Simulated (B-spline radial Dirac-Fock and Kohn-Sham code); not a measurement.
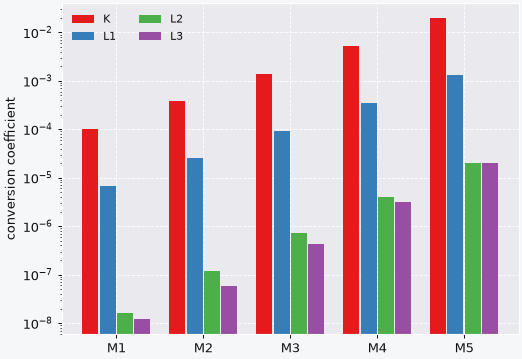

Internal conversion coefficients by shell for magnetic multipoles at a transition energy of 368 keV (K and L shells). System: magnesium (Z = 12). Computed with a radial B-spline solver: a Dirac–Hartree–Slater potential of the neutral atom, no hole, surface-current nucleus.

### Which of the shells shown converts most for M2?

K, with α = 3.78 × 10⁻⁴ out of 4.04 × 10⁻⁴ for those shown.

### What are the L1 : L2 : L3 ratios for M2?

431 : 2.02 : 1.

### How does the sum of the shells shown change with multipole order?

From 1.06 × 10⁻⁴ for M1 to 0.0207 for M5.
